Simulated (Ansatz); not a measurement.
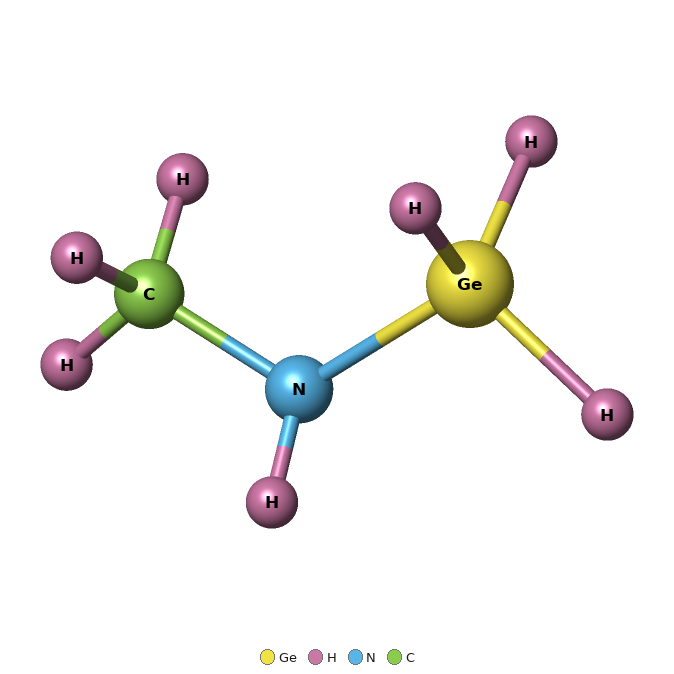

Harmonic vibrations computed with RKS PBE0-D4/def2-TZVP (Ansatz 0.2.0) at a stationary point of the same level.

### How many imaginary frequencies does it have?

A minimum: no imaginary frequency, and the lowest mode lies at 127 cm⁻¹.

### List the wavenumbers.

24 modes: 127, 169, 222, 530, 586, 619, 709, 846, 868, 892, 1093, 1132, 1144, 1395, 1454, 1487, 1510, 2092, 2157, 2168, 2981, 3064, 3102, 3588 cm⁻¹.
